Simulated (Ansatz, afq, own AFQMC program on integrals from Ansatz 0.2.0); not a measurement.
**Ge₂H₃ (doublet): AFQMC on the coupled-cluster ladder at distance Ge1–Ge2 = 1.945 Å, cc-pVDZ**

Aim: compute Ge₂H₃ (doublet) with auxiliary-field quantum Monte Carlo on the same integrals as coupled cluster, and set the energies side by side.

The runs use Ansatz 0.2.0, Gaussian basis, and an in-house AFQMC program (afq) on its integrals; all values are calculated; cc-pVDZ, frozen cores.

Plan: PBE (unrestricted); r2SCAN (unrestricted); PBE0 (unrestricted); B3LYP (unrestricted); wB97M-V (unrestricted); B2PLYP (unrestricted); CCSD(T) on ROHF; Phaseless AFQMC, CISD trial on ROHF; CCSD(T) on UHF; Phaseless AFQMC, CISD trial on UHF.

3 further runs of the same task are left out: 3 that didn't finish.

### 1 The system

The geometry derives from a PBE0/def2-TZVP stationary point (not a proven minimum). One bond is set to the value named and the two fragments are kept rigid. No spin-orbit coupling is included. The filled d shell of Ge may be among the frozen orbitals whatever the setting's name suggests; the logs give the count.

5 atoms, charge 0, spin multiplicity 2.

Atoms are counted from 1 here; the program's logs count them from 0.

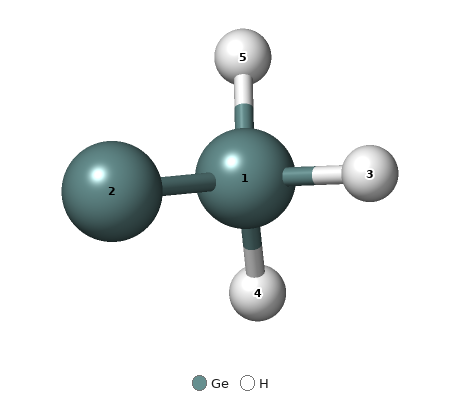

The structure; germanium teal, hydrogen white; atoms are numbered from 1 in the order of the file.

### 2 PBE (unrestricted)

The input, in.yaml:

```yaml
crystal:
  periodic: [false, false, false]
  atoms:
    - {symbol: Ge, position_ang: [-0.001924, 0.000000, 0.941023]}
    - {symbol: Ge, position_ang: [-0.001449, 0.000000, -1.003977]}
    - {symbol: H, position_ang: [1.500298, -0.000013, 1.321681]}
    - {symbol: H, position_ang: [-0.628582, 1.243482, 1.607668]}
    - {symbol: H, position_ang: [-0.628605, -1.243470, 1.607669]}
basis:
  gaussian: {orbitals: cc-pVDZ}
magnetization: {spin_polarized: true, initial_magnetization: 1}
hamiltonian: {xc: {name: PBE}}
output: {orbitals: {seedname: orbitals}}
```

Started as:

```bash
> ansatz run in.yaml --threads 1 --pin off --events-out ev --progress --plain --max-ram 1382MiB
```

What it wrote:

```text
Functional definition: PBE
  name "PBE"
  cite "Perdew, Burke & Ernzerhof, Phys. Rev. Lett. 77, 3865 (1996) doi:10.1103/PhysRevLett.77.3865"
  parent pbe
  parameter kappa = 0.804
  parameter beta = 0.06672455060314922
  exchange = pbe_x(kappa = kappa, mu = beta*pi^2/3)
  correlation = pbe_c(beta = beta)
924 factors; their error is unknown
mean field evaluation 1: about -113061.3225 eV, gradient 9.2e0 eV
mean field evaluation 2: about -113061.4790 eV, gradient 8.0e0 eV
mean field evaluation 4: about -113062.1104 eV, gradient 5.2e-1 eV
mean field evaluation 8: about -113062.1062 eV, gradient 2.0e-2 eV
mean field evaluation 16: about -113062.1062 eV, gradient 2.7e-5 eV
mean field evaluation 32: about -113061.9516 eV, gradient 1.4e-6 eV
mean field -113062.10620013 eV, -4154.9557666066 hartree, gradient 5.6e-6 eV, S^2 0.753193; 6 other end points of the search recorded, 0 dependent functions left out
reference -113062.10623240 eV, -4154.9557677925 hartree; 34, 33 occupied and 35, 36 virtual orbitals, 924 factors
Total energy: -113062.10623240 eV, -4154.9557677925 hartree
```

It took 8.5 s on 1 thread of Arm Neoverse V2, shared host.

From the report: ⟨S²⟩ of the determinant 0.753 (pure doublet: 0.75).

### 3 r2SCAN (unrestricted)

in.yaml: that of step 2 with these lines changed.

```diff
@@ -11,3 +11,2 @@
 magnetization: {spin_polarized: true, initial_magnetization: 1}
-hamiltonian: {xc: {name: PBE}}
-output: {orbitals: {seedname: orbitals}}
+hamiltonian: {xc: {name: r2SCAN}}
```

The command is unchanged.

What it wrote (excerpt; [...] marks lines left out):

```text
Functional definition: r2SCAN
  name "r2SCAN"
  cite "Furness, Kaplan, Ning, Perdew & Sun, J. Phys. Chem. Lett. 11, 8208 (2020) doi:10.1021/acs.jpclett.0c02405"
  cite "Furness, Kaplan, Ning, Perdew & Sun, J. Phys. Chem. Lett. 11, 9248 (2020) doi:10.1021/acs.jpclett.0c03077"
  parent r2scan
[...]
924 factors; their error is unknown
[...]
mean field -113078.83194577 eV, -4155.5704264217 hartree, gradient 2.2e-6 eV, S^2 0.772291; 6 other end points of the search recorded, 0 dependent functions left out
reference -113078.83195622 eV, -4155.5704268058 hartree; 34, 33 occupied and 35, 36 virtual orbitals, 924 factors
Total energy: -113078.83195622 eV, -4155.5704268058 hartree
```

Run time: 44 s. Hardware: 1 thread of Arm Neoverse V2, shared host.

From the report: ⟨S²⟩ of the determinant 0.772 (pure doublet: 0.75).

### 4 PBE0 (unrestricted)

in.yaml: that of step 3 with these lines changed.

```diff
@@ -11,2 +11,3 @@
 magnetization: {spin_polarized: true, initial_magnetization: 1}
-hamiltonian: {xc: {name: r2SCAN}}
+hamiltonian: {xc: {name: PBE0}}
+output: {orbitals: {seedname: orbitals}}
```

Launched as before.

What it wrote (excerpt; [...] marks lines left out):

```text
Functional definition: PBE0
  name "PBE0"
  cite "Adamo & Barone, J. Chem. Phys. 110, 6158 (1999) doi:10.1063/1.478522"
  cite "Perdew, Burke & Ernzerhof, Phys. Rev. Lett. 77, 3865 (1996) doi:10.1103/PhysRevLett.77.3865"
  parent pbe
[...]
787 factors; integrals over basis functions are off by at most 8.8e-4 eV
[...]
mean field -113065.17201477 eV, -4155.0684332166 hartree, gradient 8.4e-6 eV, S^2 0.756485; 3 other end points of the search recorded, 0 dependent functions left out
reference -113065.17203907 eV, -4155.0684341095 hartree; 34, 33 occupied and 35, 36 virtual orbitals, 787 factors
Total energy: -113065.17203907 eV, -4155.0684341095 hartree
```

It took 8.5 s on 1 thread of Arm Neoverse V2, shared host.

From the report: ⟨S²⟩ of the determinant 0.756 (pure doublet: 0.75).

### 5 B3LYP (unrestricted)

in.yaml: that of step 4 with these lines changed.

```diff
@@ -11,3 +11,2 @@
 magnetization: {spin_polarized: true, initial_magnetization: 1}
-hamiltonian: {xc: {name: PBE0}}
-output: {orbitals: {seedname: orbitals}}
+hamiltonian: {xc: {name: B3LYP}}
```

The command is unchanged.

What it wrote (excerpt; [...] marks lines left out):

```text
Functional definition: B3LYP
  name "B3LYP"
  cite "Stephens, Devlin, Chabalowski & Frisch, J. Phys. Chem. 98, 11623 (1994) doi:10.1021/j100096a001"
  cite "Becke, Phys. Rev. A 38, 3098 (1988) doi:10.1103/PhysRevA.38.3098"
  cite "Lee, Yang & Parr, Phys. Rev. B 37, 785 (1988) doi:10.1103/PhysRevB.37.785"
  cite "Vosko, Wilk & Nusair, Can. J. Phys. 58, 1200 (1980) doi:10.1139/p80-159"
[...]
787 factors; integrals over basis functions are off by at most 8.8e-4 eV
[...]
mean field -113082.02784241 eV, -4155.6878734571 hartree, gradient 9.1e-6 eV, S^2 0.753759; 6 other end points of the search recorded, 0 dependent functions left out
reference -113082.02806378 eV, -4155.6878815923 hartree; 34, 33 occupied and 35, 36 virtual orbitals, 787 factors
Total energy: -113082.02806378 eV, -4155.6878815923 hartree
```

Wall time 13 s (1 thread of Arm Neoverse V2, shared host).

From the report: ⟨S²⟩ of the determinant 0.754 (pure doublet: 0.75).

### 6 wB97M-V (unrestricted)

in.yaml: that of step 5 with these lines changed.

```diff
@@ -11,2 +11,3 @@
 magnetization: {spin_polarized: true, initial_magnetization: 1}
-hamiltonian: {xc: {name: B3LYP}}
+hamiltonian: {xc: {name: wB97M-V}}
+output: {orbitals: {seedname: orbitals}}
```

The command is unchanged.

What it wrote (excerpt; [...] marks lines left out):

```text
Functional definition: wB97M-V
  name "wB97M-V"
  cite "Mardirossian & Head-Gordon, J. Chem. Phys. 144, 214110 (2016) doi:10.1063/1.4952647"
  cite "Becke, J. Chem. Phys. 107, 8554 (1997) doi:10.1063/1.475007"
  cite "Vydrov & Van Voorhis, J. Chem. Phys. 133, 244103 (2010) doi:10.1063/1.3521275"
  # Of w^i u^j: cxij and so on, Table III.
[...]
  gx(w, u) = 1 - cx + cx01*u + cx10*w
  gss(w, u) = css00 + css04*u^4 + css10*w + css20*w^2 + css43*w^4*u^3
  gos(w, u) = cos00 + cos10*w + (cos20 + cos21*u)*w^2 + (cos60 + cos61*u)*w^6
[...]
      + integral(e_c_pw_mod_opposite_spin*gos(b97_w_opposite, b97_u_opposite)) + vv10(b, c)
787 factors; integrals over basis functions are off by at most 8.8e-4 eV
218 factors; integrals over basis functions are off by at most 2.8e-6 eV
[...]
mean field -113072.93843015 eV, -4155.3538437175 hartree, gradient 1.0e-6 eV, S^2 0.753808; 3 other end points of the search recorded, 0 dependent functions left out
reference -113072.93846539 eV, -4155.3538450125 hartree; 34, 33 occupied and 35, 36 virtual orbitals, 787 factors
Total energy: -113072.93846539 eV, -4155.3538450125 hartree
```

Wall time 40 s (1 thread of Arm Neoverse V2, shared host); peak memory 0.36 GiB.

From the report: ⟨S²⟩ of the determinant 0.754 (pure doublet: 0.75).

### 7 B2PLYP (unrestricted)

in.yaml: that of step 6 with these lines changed.

```diff
@@ -11,3 +11,3 @@
 magnetization: {spin_polarized: true, initial_magnetization: 1}
-hamiltonian: {xc: {name: wB97M-V}}
-output: {orbitals: {seedname: orbitals}}
+hamiltonian: {xc: {name: B2PLYP}}
+correlation: {electrons: outside_noble_gas}
```

The command is unchanged.

What it wrote (excerpt; [...] marks lines left out):

```text
Functional definition: B2PLYP
  name "B2PLYP"
  cite "Grimme, J. Chem. Phys. 124, 034108 (2006) doi:10.1063/1.2148954"
  cite "Becke, Phys. Rev. A 38, 3098 (1988) doi:10.1103/PhysRevA.38.3098"
  cite "Lee, Yang & Parr, Phys. Rev. B 37, 785 (1988) doi:10.1103/PhysRevB.37.785"
[...]
787 factors; integrals over basis functions are off by at most 8.8e-4 eV
[...]
mean field -113054.87275196 eV, -4154.6899422896 hartree, gradient 7.8e-6 eV, S^2 0.764885; 4 other end points of the search recorded, 0 dependent functions left out
28 core orbitals not correlated: weight in the atoms' cores, before any rotation towards them, 0.997 or more for the frozen orbitals, at most 0.002 for the correlated occupied ones
reference -113054.87289334 eV, -4154.6899474850 hartree; 6, 5 occupied and 35, 36 virtual orbitals, 787 factors
second order -5.44408310 eV of doubles, -0.00000000 eV of singles
Total energy: -113056.34279578 eV, -4154.7439654033 hartree
```

Run time: 10 s. Hardware: 1 thread of Arm Neoverse V2, shared host.

From the report: ⟨S²⟩ of the determinant 0.765 (pure doublet: 0.75).

### 8 CCSD(T) on ROHF

in.yaml: that of step 7 with these lines changed.

```diff
@@ -10,4 +10,3 @@
   gaussian: {orbitals: cc-pVDZ}
-magnetization: {spin_polarized: true, initial_magnetization: 1}
-hamiltonian: {xc: {name: B2PLYP}}
-correlation: {electrons: outside_noble_gas}
+magnetization: {spin_polarized: false, initial_magnetization: 1}
+correlation: {method: ccsd_t, electrons: outside_noble_gas, hamiltonian_folder: ham}
```

Launched as before.

What it wrote (excerpt; [...] marks lines left out):

```text
Functional definition: HF
  name "HF"
  cite "Fock, Z. Phys. 61, 126 (1930) doi:10.1007/BF01340294"
  parent pbe
[...]
787 factors; integrals over basis functions are off by at most 8.8e-4 eV
[...]
mean field -112988.78671995 eV, -4152.2613254077 hartree, gradient 1.0e-6 eV, S^2 0.750000; 8 other end points of the search recorded, 0 dependent functions left out
[...]
determinant -112988.78671995 eV, -4152.2613254077 hartree, with singles and doubles -112994.23454392 eV, -4152.4615292459 hartree
determinant -112988.61923228 eV, -4152.2551703495 hartree, with singles and doubles -112994.07277422 eV, -4152.4555843193 hartree
determinant -112986.59970842 eV, -4152.1809542166 hartree, with singles and doubles -112992.06046900 eV, -4152.3816334663 hartree
determinant -112986.26769438 eV, -4152.1687529255 hartree, with singles and doubles -112991.72552777 eV, -4152.3693246030 hartree
determinant -112988.78671995 eV, -4152.2613254077 hartree, with singles and doubles -112994.23472006 eV, -4152.4615357191 hartree
determinant -112988.61923228 eV, -4152.2551703495 hartree, with singles and doubles -112994.07289108 eV, -4152.4555886139 hartree
28 core orbitals not correlated: weight in the atoms' cores, before any rotation towards them, 0.998 or more for the frozen orbitals, at most 0.001 for the correlated occupied ones
reference -112988.78671995 eV, -4152.2613254077 hartree; 6, 5 occupied and 35, 36 virtual orbitals, 787 factors
second order -4.32108348 eV of doubles, -0.05482059 eV of singles
cycle   1  -5.44799770 eV  change    2.4e-6 eV  update   1.9e-6
perturbative correction -0.14314327 eV, -0.0052604182 hartree
Total energy: -112994.37786092 eV, -4152.4667960487 hartree
```

Run time: 22 s. Hardware: 1 thread of Arm Neoverse V2, shared host.

From the report: correlation -5.5911 eV; T1 0.020; largest double amplitude 0.08.

This run also writes the integrals to the folder ham.

### 9 Phaseless AFQMC, CISD trial on ROHF

It reads the integrals that the CCSD(T) run on this determinant wrote.

Started as:

```bash
> afq ham --method phaseless --trial cisd --walkers 60 --populations 1 --least-time 40 --time-step 0.005 --steps-per-block 50 --equilibration-blocks 28 --max-blocks 300 --target-error 0.0004 --factor-cut 1e-05 --start spin_pure --seed 330 --release-times 0.24,0.51,0.99,1.62,2.4 --release-step 0.03 --release-every 4 --taylor-order 6
```

What it wrote:

```text
orbitals 41  electrons 6 5  factors 348 of 787
reference energy -4152.26132541 Eh
CCSD correlation -0.20021008 Eh in 16 cycles, weight of the determinant in the CISD state 0.8675
energy of the start -4152.461531 Eh
 block  time / (1/Eh)  mean weight  energy / Eh
     1     0.250  1.0012  -4152.458448
     2     0.500  1.0007  -4152.458399
     3     0.750  0.9997  -4152.459533
     4     1.000  1.0015  -4152.460520
     5     1.250  0.9996  -4152.461603
     6     1.500  1.0002  -4152.463747
     7     1.750  0.9976  -4152.464013
     8     2.000  0.9985  -4152.464563
     9     2.250  1.0011  -4152.463660
    10     2.500  1.0015  -4152.463527
    11     2.750  1.0000  -4152.464269
    16     4.000  1.0005  -4152.471084
    21     5.250  1.0007  -4152.465477
    26     6.500  1.0009  -4152.468818
    31     7.750  0.9982  -4152.467299
    36     9.000  0.9980  -4152.468494
    41    10.250  1.0020  -4152.474417
    46    11.500  1.0005  -4152.466857
    51    12.750  1.0012  -4152.471808
    56    14.000  1.0007  -4152.469419
    61    15.250  0.9992  -4152.470777
    66    16.500  0.9995  -4152.466358
    71    17.750  0.9986  -4152.463660
    76    19.000  0.9997  -4152.466214
    81    20.250  0.9984  -4152.470087
    86    21.500  0.9979  -4152.468798
    91    22.750  1.0005  -4152.474917
    96    24.000  1.0004  -4152.476237
   101    25.250  0.9999  -4152.467303
   106    26.500  0.9997  -4152.469909
   111    27.750  1.0012  -4152.468275
   116    29.000  0.9988  -4152.467371
   121    30.250  1.0001  -4152.466227
   126    31.500  1.0009  -4152.465443
   131    32.750  0.9993  -4152.466392
   136    34.000  0.9976  -4152.469086
   141    35.250  1.0006  -4152.467782
   146    36.500  1.0005  -4152.464851
   151    37.750  0.9994  -4152.472164
   156    39.000  1.0004  -4152.465748
   161    40.250  1.0011  -4152.473036
   166    41.500  1.0007  -4152.467333
   171    42.750  1.0009  -4152.465857
   176    44.000  1.0007  -4152.464810
   181    45.250  1.0011  -4152.470802
   186    46.500  0.9992  -4152.467692
   191    47.750  0.9998  -4152.466118
   196    49.000  1.0001  -4152.463438
   201    50.250  1.0020  -4152.469937
   206    51.500  1.0002  -4152.468481
blocks merged  error / Eh  count
     1  0.000228  180
     2  0.000287  90
     4  0.000362  45
     8  0.000385  22
    16  0.000441  11
released: time / (1/Eh)  energy / Eh  error  mean overlap
  0.24  -4152.468231  0.000476  1.0042
  0.51  -4152.468836  0.000381  0.9731
  0.99  -4152.468866  0.000350  0.9557
  1.62  -4152.468936  0.000564  0.9648
  2.40  -4152.468231  0.000597  0.9427
energy -4152.468278 +/- 0.000385 Eh
```

Run time: 6.7 min. Hardware: 1 thread of Arm Neoverse V2, shared host.

Energy -112994.4182 ± 0.0105 eV. Caveats: constraint bias not in the error.

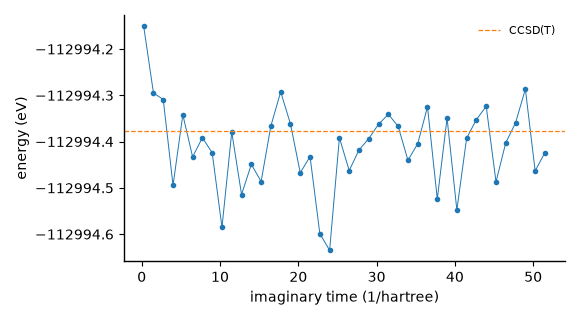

Block energies along the walk.

### 10 CCSD(T) on UHF

in.yaml: that of step 8 with these lines changed.

```diff
@@ -10,3 +10,3 @@
   gaussian: {orbitals: cc-pVDZ}
-magnetization: {spin_polarized: false, initial_magnetization: 1}
+magnetization: {spin_polarized: true, initial_magnetization: 1}
 correlation: {method: ccsd_t, electrons: outside_noble_gas, hamiltonian_folder: ham}
```

Started as:

```bash
> ansatz run in.yaml --threads 1 --pin off --events-out ev --progress --plain --max-ram 1382MiB
```

What it wrote (excerpt; [...] marks lines left out):

```text
Functional definition: HF
  name "HF"
  cite "Fock, Z. Phys. 61, 126 (1930) doi:10.1007/BF01340294"
  parent pbe
[...]
787 factors; integrals over basis functions are off by at most 8.8e-4 eV
[...]
mean field -112988.94371788 eV, -4152.2670949754 hartree, gradient 2.6e-6 eV, S^2 1.086903; 19 other end points of the search recorded, 0 dependent functions left out
determinant -112988.94371788 eV, -4152.2670949754 hartree, with singles and doubles -112994.19533472 eV, -4152.4600883346 hartree
determinant -112988.90726442 eV, -4152.2657553352 hartree, with singles and doubles -112994.19616520 eV, -4152.4601188542 hartree
determinant -112988.78171991 eV, -4152.2611416598 hartree, with singles and doubles -112994.02556478 eV, -4152.4538494042 hartree
determinant -112988.71723137 eV, -4152.2587717495 hartree, with singles and doubles -112994.07798258 eV, -4152.4557757227 hartree
[...]
determinant -112988.94371788 eV, -4152.2670949754 hartree, with singles and doubles -112994.22808174 eV, -4152.4612917653 hartree
determinant -112988.90726442 eV, -4152.2657553352 hartree, with singles and doubles -112994.22837082 eV, -4152.4613023889 hartree
determinant -112988.78171991 eV, -4152.2611416598 hartree, with singles and doubles -112994.06257331 eV, -4152.4552094429 hartree
determinant -112988.71723137 eV, -4152.2587717495 hartree, with singles and doubles -112994.07809751 eV, -4152.4557799467 hartree
28 core orbitals not correlated: weight in the atoms' cores, before any rotation towards them, 0.998 or more for the frozen orbitals, at most 0.001 for the correlated occupied ones
reference -112988.90726442 eV, -4152.2657553352 hartree; 6, 5 occupied and 35, 36 virtual orbitals, 787 factors
second order -4.14027984 eV of doubles, -0.00000000 eV of singles
cycle   1  -5.32110620 eV  change    2.1e-7 eV  update   3.8e-6
perturbative correction -0.14500783 eV, -0.0053289396 hartree
Total energy: -112994.37337845 eV, -4152.4666313207 hartree
```

It took 45 s on 1 thread of Arm Neoverse V2, shared host.

From the report: ⟨S²⟩ of the determinant 1.031 (pure doublet: 0.75); correlation -5.4661 eV; T1 0.068; largest double amplitude 0.09.

This run also writes the integrals to the folder ham.

### 11 Phaseless AFQMC, CISD trial on UHF

It reads the integrals that the CCSD(T) run on this determinant wrote.

Started as:

```bash
> afq ham --method phaseless --trial cisd --walkers 60 --populations 1 --least-time 40 --time-step 0.005 --steps-per-block 50 --equilibration-blocks 28 --max-blocks 300 --target-error 0.0004 --factor-cut 1e-05 --start spin_pure --seed 330 --release-times 0.24,0.51,0.99,1.62,2.4 --release-step 0.03 --release-every 4 --taylor-order 6
```

What it wrote:

```text
orbitals 41  electrons 6 5  factors 349 of 787
reference energy -4152.26575534 Eh
CCSD correlation -0.19554688 Eh in 17 cycles, weight of the determinant in the CISD state 0.7876
energy of the start -4152.443556 Eh
 block  time / (1/Eh)  mean weight  energy / Eh
     1     0.250  1.0010  -4152.448302
     2     0.500  1.0019  -4152.453989
     3     0.750  0.9974  -4152.459026
     4     1.000  1.0002  -4152.461729
     5     1.250  1.0003  -4152.465098
     6     1.500  0.9969  -4152.464204
     7     1.750  1.0000  -4152.467060
     8     2.000  0.9983  -4152.468459
     9     2.250  0.9999  -4152.466283
    10     2.500  1.0006  -4152.465588
    17     4.250  1.0006  -4152.466737
    25     6.250  1.0017  -4152.467278
    33     8.250  1.0010  -4152.467990
    41    10.250  1.0016  -4152.474105
    49    12.250  1.0018  -4152.467880
    57    14.250  0.9999  -4152.473066
    65    16.250  1.0024  -4152.475745
    73    18.250  0.9976  -4152.474062
    81    20.250  1.0006  -4152.466681
    89    22.250  1.0011  -4152.465313
    97    24.250  1.0006  -4152.467323
   105    26.250  1.0003  -4152.472223
   113    28.250  1.0018  -4152.475888
   121    30.250  1.0013  -4152.465553
   129    32.250  0.9992  -4152.463720
   137    34.250  0.9998  -4152.469214
   145    36.250  1.0019  -4152.468505
   153    38.250  0.9979  -4152.469565
   161    40.250  0.9999  -4152.468713
   169    42.250  1.0005  -4152.464399
   177    44.250  1.0017  -4152.463369
   185    46.250  1.0009  -4152.463001
   193    48.250  0.9996  -4152.468060
   201    50.250  1.0012  -4152.477759
   209    52.250  1.0005  -4152.466394
   217    54.250  0.9998  -4152.470622
   225    56.250  0.9993  -4152.466051
   233    58.250  0.9996  -4152.469776
   241    60.250  0.9995  -4152.469140
   249    62.250  0.9991  -4152.465630
   257    64.250  0.9989  -4152.466002
   265    66.250  1.0001  -4152.471332
   273    68.250  0.9996  -4152.474953
   281    70.250  1.0009  -4152.467935
   289    72.250  0.9986  -4152.463880
   297    74.250  0.9994  -4152.473324
   305    76.250  0.9989  -4152.466350
   313    78.250  1.0010  -4152.470940
   321    80.250  0.9991  -4152.466077
blocks merged  error / Eh  count
     1  0.000235  300
     2  0.000300  150
     4  0.000385  75
     8  0.000447  37
    16  0.000566  18
    32  0.000593  9
released: time / (1/Eh)  energy / Eh  error  mean overlap
  0.24  -4152.468792  0.000480  0.9903
  0.51  -4152.468222  0.000445  0.9937
  0.99  -4152.468753  0.000435  0.9832
  1.62  -4152.469007  0.000497  0.9627
  2.40  -4152.468889  0.000684  0.9568
energy -4152.468624 +/- 0.000566 Eh
```

It took 11 min on 1 thread of Arm Neoverse V2, shared host.

Energy -112994.4276 ± 0.0154 eV. The run doesn't count as converged. Caveats: constraint bias not in the error; error not settled.

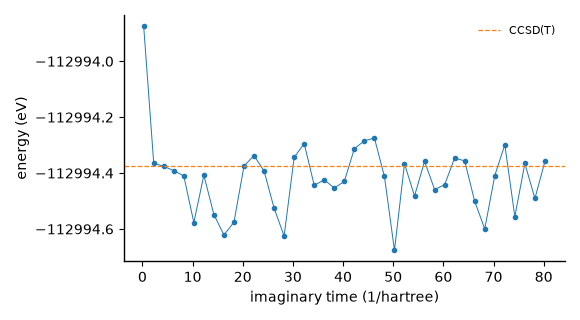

Block energies along the walk.

### 12 AFQMC on the ladder

On the ROHF determinant, counted from CCSD(T) (a yardstick, not exact):

```csv
level,energy (eV),from CCSD(T) (kcal/mol),statistical error (kcal/mol),time
HF,-112988.7867,+128.93,,
MP2,-112993.1626,+28.02,,
CCSD,-112994.2347,+3.30,,
CCSD(T),-112994.3779,0.00,,
"Phaseless AFQMC, CISD trial, step 0.005, 60 walkers",-112994.4182,-0.93,0.24,6.7 min
```

The functionals' totals stand on their own zeros and serve differences with other points: PBE -113062.106 eV; r2SCAN -113078.832 eV; PBE0 -113065.172 eV; B3LYP -113082.028 eV; wB97M-V -113072.938 eV; B2PLYP -113056.343 eV.

### 13 Summary of results

```
                                        quantity                  value
Phaseless AFQMC, CISD trial on ROHF from CCSD(T)  -0.93 ± 0.24 kcal/mol
```

On ROHF the phaseless walk with the CISD trial lies -0.93 kcal/mol from CCSD(T), 4 times its error bar. Error bars are statistical and leave out the constraint, the time step and what remains of the start.
